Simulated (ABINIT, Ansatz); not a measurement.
# How the form of the self-energy moves the gap of ZrZnF6 (Fm-3m)

Aim: compare treatments of exchange, screening and correlation for the gap of ZrZnF6 (Fm-3m).

Method: PBEsol and many-body steps on it, plane waves, in ABINIT 10.8.3.

## Step 1: Set-up

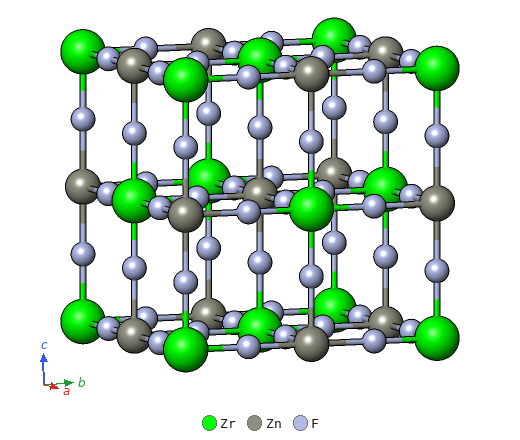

Start, viewed slightly off an axis; zirconium green, zinc grey, fluorine light blue. This picture shows the conventional cell, with its axes. Some periodic images of atoms are drawn too.

Structure file:

```cif
data_structure
_symmetry_space_group_name_H-M 'Fm-3m'
_symmetry_Int_Tables_number 225
_cell_length_a 8.0578
_cell_length_b 8.0578
_cell_length_c 8.0578
_cell_angle_alpha 90.000
_cell_angle_beta 90.000
_cell_angle_gamma 90.000
_cell_volume 523.18
loop_
_atom_site_label
_atom_site_type_symbol
_atom_site_symmetry_multiplicity
_atom_site_Wyckoff_symbol
_atom_site_fract_x
_atom_site_fract_y
_atom_site_fract_z
_atom_site_occupancy
Zr1 Zr 4 a 0.00000 0.00000 0.00000 1
Zn1 Zn 4 b 0.50000 0.00000 0.00000 1
F1 F 24 e 0.24986 0.00000 0.00000 1
```

The cell and positions are those that the Materials Project relaxed with its own functionals (PBE, PBE+U or r2SCAN), kept fixed.

## Step 2: Empty states on the mesh, 2×2×2 mesh, 273 bands

This step: ABINIT 10.8.3; DFT, PBEsol, plane waves, norm-conserving pseudopotentials.

The sums over transitions need many empty states on a uniform mesh; this step solves for them.

Contents of run.abi:

```
acell 3*1.0 Angstrom
rprim 
  -0.000000000000 4.028896100000 4.028896100000
  4.028896100000 -0.000000000000 4.028896100000
  4.028896100000 4.028896100000 -0.000000000000
ntypat 3
znucl 40 30 9
natom 8
typat 1 2 3 3 3 3 3 3
xred 
  0.000000000000 0.000000000000 0.000000000000
  0.500000000000 0.500000000000 0.500000000000
  0.750139860000 0.249860140000 0.249860140000
  0.249860140000 0.750139860000 0.750139860000
  0.249860140000 0.750139860000 0.249860140000
  0.750139860000 0.249860140000 0.750139860000
  0.249860140000 0.249860140000 0.750139860000
  0.750139860000 0.750139860000 0.249860140000
pp_dirpath "pseudos"
pseudos "Zr.upf, Zn.upf, F.upf"
ecut 38
ngkpt 2 2 2
nshiftk 1
shiftk 0 0 0
kptopt 1
chksymbreak 0
iscf -2
irdden 1
istwfk *1
nband 273
nbdbuf 24
tolwfr 1e-09
nstep 60
prtvol 0
indata_prefix "in"
outdata_prefix "out"
tmpdata_prefix "tmp"
```

Launch:

```console
$ OMP_NUM_THREADS=1 mpirun -n 4 abinit run.abi > log
```

Numbers of over 12 decimals in the logs are rounded to 6 here.

The program printed:

```text
.Version 10.8.3 of ABINIT. v10.8.2 released Aug 2026.

 Symmetries : space group Fm -3 m (#225); Bravais cF (face-center cubic)
[... echo of the input left out ...]
== DATASET  1 ==================================================================
-   mpi_nproc: 4, omp_nthreads: 1 (-1 if OMP is not activated)
-    --> not optimal distribution: autoparal keyword recommended in input file <--

--- !DatasetInfo
iteration_state: {dtset: 1, }
dimensions: {natom: 8, nkpt: 3, mband: 273, nsppol: 1, nspinor: 1, nspden: 1, mpw: 9922, }
cutoff_energies: {ecut:  38.0, pawecutdg:  -1.0, }
[...]
2.93430    2.93430    2.95011    2.95011    2.95012    2.95754    2.96212    2.96226
   2.97001    2.97003    2.97014    2.97432    2.97469    2.97983    2.99307    2.99580
   2.99778
 prteigrs : prtvol=0 or 1, do not print more k-points.

== END DATASET(S) ==============================================================
================================================================================

 -outvars: echo values of variables after computation  --------
            nband         273
             nkpt           3
          spgroup         225
 [... the other variables as echoed above ...]

 Calculation completed.
```

The job ended after 2.5 min (4 MPI ranks of Arm Neoverse V2, shared host; peak memory 0.46 GiB; 10 min of CPU time).

Numbers from this step:

| Quantity | Value |
| --- | --- |
| gap | 6.313 eV |
| k of the valence top | 0.5, 0, 0 |
| k of the conduction bottom | 0.5, 0, 0 |
| least direct gap | 6.313 eV |
| k points computed | 3 |
| lowest point of the top converged band, above the valence top | 79.3675 eV |

On this mesh the gap is 6.313 eV.

The density comes from a self-consistent run that is not shown.

## Step 3: Screening, 2×2×2 mesh, 123 bands, screening to 114.3 eV

The RPA dielectric matrix is built and inverted for each q.

This step: RPA screening on PBEsol, plane waves, norm-conserving pseudopotentials.

run.abi: that of step 2 with these lines changed.

```diff
@@ -26,10 +26,11 @@
 chksymbreak 0
-iscf -2
-irdden 1
 istwfk *1
-nband 273
-nbdbuf 24
-tolwfr 1e-09
-nstep 60
-prtvol 0
+occopt 1
+irdwfk 1
+optdriver 3
+nband 123
+ecuteps 4.2
+inclvkb 2
+awtr 1
+symchi 1
 indata_prefix "in"
```

The program printed:

```text
.Version 10.8.3 of ABINIT. v10.8.2 released Aug 2026.

 Symmetries : space group Fm -3 m (#225); Bravais cF (face-center cubic)
[... echo of the input left out ...]
== DATASET  1 ==================================================================
-   mpi_nproc: 4, omp_nthreads: 1 (-1 if OMP is not activated)

--- !DatasetInfo
iteration_state: {dtset: 1, }
dimensions: {natom: 8, nkpt: 3, mband: 123, nsppol: 1, nspinor: 1, nspden: 1, mpw: 9922, }
cutoff_energies: {ecut:  38.0, pawecutdg:  -1.0, }
electrons: {nelect:   7.40000000E+01, charge:   0.00000000E+00, occopt:   1.00000000E+00, tsmear:   1.00000000E-02, }

 SCREENING: Calculation of the susceptibility and dielectric matrices

 Based on a program developped by R.W. Godby, V. Olevano, G. Onida, and L. Reining.
 Incorporated in ABINIT by V. Olevano, G.-M. Rignanese, and M. Torrent.
.Using double precision arithmetic ; gwpc =  8

[... cell and pseudopotentials left out ...]
--------------------------------------------------------------------------------

 ==== K-mesh for the wavefunctions ====
 Number of points in the irreducible wedge :     3
[... list of points left out ...]
 Together with 48 symmetry operations and time-reversal symmetry
 yields     8 points in the full Brillouin Zone.

 ==== Q-mesh for the screening function ====
 Number of points in the irreducible wedge :     3
[... list of points left out ...]
 Together with 48 symmetry operations and time-reversal symmetry
 yields     8 points in the full Brillouin Zone.

 setmesh: FFT mesh size selected  =    40x   40x   40
          total number of points  =        64000

 vcoul_init : cutoff-mode = AUXILIARY_FUNCTION
 q-points for optical limit:   1
     1)      0.000010    0.000020    0.000030

- screening: taking advantage of time-reversal symmetry
- Maximum band index for partially occupied states nbvw = 37
- Remaining bands to be divided among processors   nbcw = 86
- Number of bands treated by each node ~21

 Number of electrons calculated from density =   74.0000; Expected =   74.0000
 average of density, n =  0.083839
 r_s =    1.4174
 omega_plasma =   27.9305 [eV]

 calculating chi0 at frequencies [eV] :
  1    0.000000E+00    0.000000E+00
  2    0.000000E+00    2.793052E+01

--------------------------------------------------------------------------------
  q-point number  1        q = ( 0.000000, 0.000000, 0.000000) [r.l.u.]
--------------------------------------------------------------------------------
[... chi0 elements left out ...]
 For q-point:  0.000010 0.000020 0.000030
  dielectric constant =   2.1577
  dielectric constant without local fields =   2.3176

  Average fulfillment of the sum rule on Im[epsilon] for q-point    1 :     33.82  [%]
[... wings left out ...]
  q-point number  2        q = ( 0.500000, 0.000000, 0.000000) [r.l.u.]
--------------------------------------------------------------------------------
[... chi0 elements left out ...]
  Average fulfillment of the sum rule on Im[epsilon] for q-point    2 :     38.88  [%]

 [... 1 further q-points ...]
```

Elapsed: 33 s, on 4 MPI ranks; peak memory 1.6 GiB.

This step gave:

```
ε∞ with local fields, on this mesh, along the program's q direction : 2.158
the same without local fields                                       : 2.318
plasma frequency                                                    : 27.93 eV
plane waves in the screening matrix                                 : 339
```

Local fields lower ε∞ by 7 %. On a Γ-centred mesh this coarse the value itself is usually too large, while a short band sum pulls it down.

## Step 4: G0W0, Godby-Needs plasmon pole

The self-energy is evaluated for the states that the input lists, and the levels follow from it, in one-shot runs by the linearised quasiparticle equation.

This step: G0W0 on PBEsol, plane waves, norm-conserving pseudopotentials.

run.abi: that of step 3 with these lines changed.

```diff
@@ -29,8 +29,17 @@
 irdwfk 1
-optdriver 3
+optdriver 4
 nband 123
+gwcalctyp 0
+ecutsigx 38
+symsigma 1
+nkptgw 2
+kptgw 
+  0.5000000000 0.0000000000 0.0000000000
+  0.0000000000 0.0000000000 0.0000000000
+bdgw 
+  36 40
+  35 40
 ecuteps 4.2
-inclvkb 2
-awtr 1
-symchi 1
+irdscr 1
+ppmodel 1
 indata_prefix "in"
```

The program printed:

```text
.Version 10.8.3 of ABINIT. v10.8.2 released Aug 2026.

 Symmetries : space group Fm -3 m (#225); Bravais cF (face-center cubic)
[... echo of the input left out ...]
== DATASET  1 ==================================================================
-   mpi_nproc: 4, omp_nthreads: 1 (-1 if OMP is not activated)

--- !DatasetInfo
iteration_state: {dtset: 1, }
dimensions: {natom: 8, nkpt: 3, mband: 123, nsppol: 1, nspinor: 1, nspden: 1, mpw: 9922, }
cutoff_energies: {ecut:  38.0, pawecutdg:  -1.0, }
electrons: {nelect:   7.40000000E+01, charge:   0.00000000E+00, occopt:   1.00000000E+00, tsmear:   1.00000000E-02, }

 SIGMA: Calculation of the GW corrections

 Based on a program developped by R.W. Godby, V. Olevano, G. Onida, and L. Reining.
 Incorporated in ABINIT by V. Olevano, G.-M. Rignanese, and M. Torrent.
.Using double precision arithmetic ; gwpc =  8

[... cell and pseudopotentials left out ...]
--------------------------------------------------------------------------------

 ==== K-mesh for the wavefunctions ====
 Number of points in the irreducible wedge :     3
[... list of points left out ...]
 Together with 48 symmetry operations and time-reversal symmetry
 yields     8 points in the full Brillouin Zone.

 ==== Q-mesh for screening function ====
 Number of points in the irreducible wedge :     3
[... list of points left out ...]
 Together with 48 symmetry operations and time-reversal symmetry
 yields     8 points in the full Brillouin Zone.

 vcoul_init : cutoff-mode = AUXILIARY_FUNCTION
 q-points for optical limit:   1
     1)      0.000010    0.000020    0.000030
 setmesh: FFT mesh size selected  =    60x   60x   60
          total number of points  =       216000

 Number of electrons calculated from density =   74.0000; Expected =   74.0000
 average of density, n =  0.083839
 r_s =    1.4174
 omega_plasma =   27.9305 [eV]

 === KS Band Gaps ===
  >>>> For spin  1
   Minimum direct gap =   6.3132 [eV], located at k-point      :   0.5000  0.0000  0.0000
   Fundamental gap    =   6.3132 [eV], Top of valence bands at :   0.5000  0.0000  0.0000
                                       Bottom of conduction at :   0.5000  0.0000  0.0000
 SIGMA fundamental parameters:
 PLASMON POLE MODEL  1
 number of plane-waves for SigmaX                 9841
 number of plane-waves for SigmaC and W            339
 number of plane-waves for wavefunctions          9841
 number of bands                                   123
 number of independent spin polarizations            1
 number of spinorial components                      1
 number of k-points in IBZ                           3
 number of q-points in IBZ                           3
 number of symmetry operations                      48
 number of k-points in BZ                            8
 number of q-points in BZ                            8
 number of frequencies for dSigma/dE                 9
 frequency step for dSigma/dE [eV]                0.25
 number of omega for Sigma on real axis              0
 max omega for Sigma on real axis  [eV]           0.00
 zcut for avoiding poles [eV]                     0.10

 EPSILON^-1 parameters (SCR file):
 dimension of the eps^-1 matrix on file            339
 dimension of the eps^-1 matrix used               339
 number of plane-waves for wavefunctions          9841
 number of bands                                   123
 number of q-points in IBZ                           3
 number of frequencies                               2
 number of real frequencies                          1
 number of imag frequencies                          1

 matrix elements of self-energy operator (all in [eV])

 Perturbative Calculation

--- !SelfEnergy_ee
iteration_state: {dtset: 1, }
kpoint     : [   0.500,    0.000,    0.000, ]
spin       : 1
KS_gap     :    6.313
QP_gap     :   11.149
Delta_QP_KS:    4.836
data: !SigmaeeData |
     Band     E0 <VxcDFT>   SigX SigC(E0)      Z dSigC/dE  Sig(E)    E-E0       E
       36  -1.574 -28.751 -36.306   5.228   0.816  -0.225 -30.651  -1.900  -3.474
       37  -1.574 -28.751 -36.306   5.228   0.816  -0.225 -30.651  -1.900  -3.474
       38   4.739 -16.345  -9.898  -2.943   0.838  -0.194 -13.410   2.935   7.675
       39   4.840 -16.761 -10.298  -2.903   0.834  -0.199 -13.793   2.969   7.809
       40   4.840 -16.761 -10.298  -2.903   0.834  -0.199 -13.793   2.969   7.809

--- !SelfEnergy_ee
iteration_state: {dtset: 1, }
kpoint     : [   0.000,    0.000,    0.000, ]
spin       : 1
KS_gap     :    6.958
QP_gap     :   11.480
Delta_QP_KS:    4.522
data: !SigmaeeData |
     Band     E0 <VxcDFT>   SigX SigC(E0)      Z dSigC/dE  Sig(E)    E-E0       E
       35  -2.188 -22.782 -30.159   5.403   0.798  -0.254 -24.356  -1.574  -3.762
       36  -2.188 -22.782 -30.159   5.403   0.798  -0.254 -24.356  -1.574  -3.762
       37  -2.188 -22.782 -30.159   5.403   0.798  -0.254 -24.356  -1.574  -3.762
       38   4.770 -16.623 -10.168  -2.926   0.835  -0.197 -13.676   2.948   7.718
       39   4.770 -16.623 -10.168  -2.926   0.835  -0.197 -13.676   2.948   7.718
       40   4.770 -16.623 -10.168  -2.926   0.835  -0.197 -13.676   2.948   7.718

== END DATASET(S) ==============================================================
================================================================================

 -outvars: echo values of variables after computation  --------
           etotal      0.0000000000E+00
            nband         123
             nkpt           3
          spgroup         225
 [... the other variables as echoed above ...]

 Calculation completed.
```

Run time: 10 s. Hardware: 4 MPI ranks; peak memory 1.2 GiB; 41 s of CPU time.

Numbers from this step:

```
G0W0 gap on the points computed              : 11.15 eV
starting gap on the mesh                     : 6.313 eV
k of the valence top                         : 0.5, 0, 0
k of the conduction bottom                   : 0.5, 0, 0
Z at the valence top                         : 0.816
Z at the conduction bottom                   : 0.838
least direct G0W0 gap on the computed points : 11.15 eV
```

The gap on the mesh goes from 6.31 eV to 11.15 eV, a correction of +4.84 eV.

## Step 5: G0W0, von der Linden-Horsch plasmon pole

run.abi: that of step 4 with these lines changed.

```diff
@@ -43,3 +43,3 @@
 irdscr 1
-ppmodel 1
+ppmodel 3
 indata_prefix "in"
```

The program printed:

```text
.Version 10.8.3 of ABINIT. v10.8.2 released Aug 2026.

 Symmetries : space group Fm -3 m (#225); Bravais cF (face-center cubic)
[... echo of the input left out ...]
== DATASET  1 ==================================================================
-   mpi_nproc: 4, omp_nthreads: 1 (-1 if OMP is not activated)

--- !DatasetInfo
iteration_state: {dtset: 1, }
dimensions: {natom: 8, nkpt: 3, mband: 123, nsppol: 1, nspinor: 1, nspden: 1, mpw: 9922, }
cutoff_energies: {ecut:  38.0, pawecutdg:  -1.0, }
electrons: {nelect:   7.40000000E+01, charge:   0.00000000E+00, occopt:   1.00000000E+00, tsmear:   1.00000000E-02, }

 SIGMA: Calculation of the GW corrections

 Based on a program developped by R.W. Godby, V. Olevano, G. Onida, and L. Reining.
 Incorporated in ABINIT by V. Olevano, G.-M. Rignanese, and M. Torrent.
.Using double precision arithmetic ; gwpc =  8

[... cell and pseudopotentials left out ...]
--------------------------------------------------------------------------------

 ==== K-mesh for the wavefunctions ====
 Number of points in the irreducible wedge :     3
[... list of points left out ...]
 Together with 48 symmetry operations and time-reversal symmetry
 yields     8 points in the full Brillouin Zone.

 ==== Q-mesh for screening function ====
 Number of points in the irreducible wedge :     3
[... list of points left out ...]
 Together with 48 symmetry operations and time-reversal symmetry
 yields     8 points in the full Brillouin Zone.

 vcoul_init : cutoff-mode = AUXILIARY_FUNCTION
 q-points for optical limit:   1
     1)      0.000010    0.000020    0.000030
 setmesh: FFT mesh size selected  =    60x   60x   60
          total number of points  =       216000

 Number of electrons calculated from density =   74.0000; Expected =   74.0000
[...]
number of omega for Sigma on real axis              0
 max omega for Sigma on real axis  [eV]           0.00
 zcut for avoiding poles [eV]                     0.10

 EPSILON^-1 parameters (SCR file):
 dimension of the eps^-1 matrix on file            339
 dimension of the eps^-1 matrix used               339
 number of plane-waves for wavefunctions          9841
 number of bands                                   123
 number of q-points in IBZ                           3
 number of frequencies                               2
 number of real frequencies                          1
 number of imag frequencies                          1

 matrix elements of self-energy operator (all in [eV])

 Perturbative Calculation

--- !SelfEnergy_ee
iteration_state: {dtset: 1, }
kpoint     : [   0.500,    0.000,    0.000, ]
spin       : 1
KS_gap     :    6.313
QP_gap     :   11.508
Delta_QP_KS:    5.195
data: !SigmaeeData |
     Band     E0 <VxcDFT>   SigX SigC(E0)      Z dSigC/dE  Sig(E)    E-E0       E
       36  -1.574 -28.751 -36.306   5.337   0.902  -0.108 -30.752  -2.001  -3.575
       37  -1.574 -28.751 -36.306   5.337   0.902  -0.108 -30.752  -2.001  -3.575
       38   4.739 -16.345  -9.898  -2.973   0.919  -0.088 -13.152   3.193   7.933
[...]
--- !SelfEnergy_ee
iteration_state: {dtset: 1, }
kpoint     : [   0.000,    0.000,    0.000, ]
spin       : 1
KS_gap     :    6.958
QP_gap     :   11.974
Delta_QP_KS:    5.016
data: !SigmaeeData |
     Band     E0 <VxcDFT>   SigX SigC(E0)      Z dSigC/dE  Sig(E)    E-E0       E
[...]
39   4.770 -16.623 -10.168  -2.945   0.918  -0.089 -13.400   3.224   7.994
       40   4.770 -16.623 -10.168  -2.945   0.918  -0.089 -13.400   3.224   7.994

== END DATASET(S) ==============================================================
================================================================================

 -outvars: echo values of variables after computation  --------
           etotal      0.0000000000E+00
            nband         123
             nkpt           3
          spgroup         225
 [... the other variables as echoed above ...]

 Calculation completed.
```

Wall time 7 s (4 MPI ranks); peak memory 1.2 GiB; 28 s of CPU time.

This step gave:

| Quantity | Value |
| --- | --- |
| G0W0 gap on the points computed | 11.51 eV |
| starting gap on the mesh | 6.313 eV |
| k of the valence top | 0.5, 0, 0 |
| k of the conduction bottom | 0.5, 0, 0 |
| Z at the valence top | 0.902 |
| Z at the conduction bottom | 0.919 |
| least direct G0W0 gap on the computed points | 11.51 eV |

Against G0W0 in ABINIT (2×2×2 mesh, 123 bands, screening to 114.3 eV, Godby-Needs plasmon pole), the gap moves by +0.359 eV.

## Step 6: G0W0, Engel-Farid plasmon pole

run.abi: that of step 5 with these lines changed.

```diff
@@ -43,3 +43,3 @@
 irdscr 1
-ppmodel 3
+ppmodel 4
 indata_prefix "in"
```

The program printed:

```text
.Version 10.8.3 of ABINIT. v10.8.2 released Aug 2026.

 Symmetries : space group Fm -3 m (#225); Bravais cF (face-center cubic)
[... echo of the input left out ...]
== DATASET  1 ==================================================================
-   mpi_nproc: 4, omp_nthreads: 1 (-1 if OMP is not activated)

--- !DatasetInfo
iteration_state: {dtset: 1, }
dimensions: {natom: 8, nkpt: 3, mband: 123, nsppol: 1, nspinor: 1, nspden: 1, mpw: 9922, }
cutoff_energies: {ecut:  38.0, pawecutdg:  -1.0, }
[...]
Band     E0 <VxcDFT>   SigX SigC(E0)      Z dSigC/dE  Sig(E)    E-E0       E
[...]
39   4.770 -16.623 -10.168  -2.903   0.871  -0.148 -13.529   3.094   7.864
       40   4.770 -16.623 -10.168  -2.903   0.871  -0.148 -13.529   3.094   7.864

== END DATASET(S) ==============================================================
================================================================================

 -outvars: echo values of variables after computation  --------
           etotal      0.0000000000E+00
            nband         123
             nkpt           3
          spgroup         225
 [... the other variables as echoed above ...]

 Calculation completed.
```

It took 6.9 s on 4 MPI ranks; peak memory 1.2 GiB; 27 s of CPU time.

This step gave:

* G0W0 gap on the points computed: 11.27 eV
* starting gap on the mesh: 6.313 eV
* k of the valence top: 0.5, 0, 0
* k of the conduction bottom: 0.5, 0, 0
* least direct G0W0 gap on the computed points: 11.27 eV

Against G0W0 in ABINIT (2×2×2 mesh, 123 bands, screening to 114.3 eV, Godby-Needs plasmon pole), the gap moves by +0.123 eV.

(Part 1 of 2 ends here.)

[Paths, hosts, dates, memory and timing lines, banners, echoed tables and standing remarks are left out of the program output.]

[Logs are printed without paths, hosts, clocks, repeated set-up lines and the standing remarks that a program may print on its own settings, such as how far it seeks lower states.]

[Runs of the session that timed out or met a known fault of the program may be left out.]

[Hosts, paths, dates, database ids (printed as entryN), source tags and the programs' standing remarks are cut or masked in the printed files.]

[G0W0 gaps are taken among the corrected bands and points alone; a level outside them can change the order at an edge.]

[Where Ansatz stands beside ABINIT at settings called matched, ABINIT's density can come from a denser mesh and the files from another edition; pairs whose starting gaps differed by over 0.03 eV were left out, so agreement reads better than it is.]
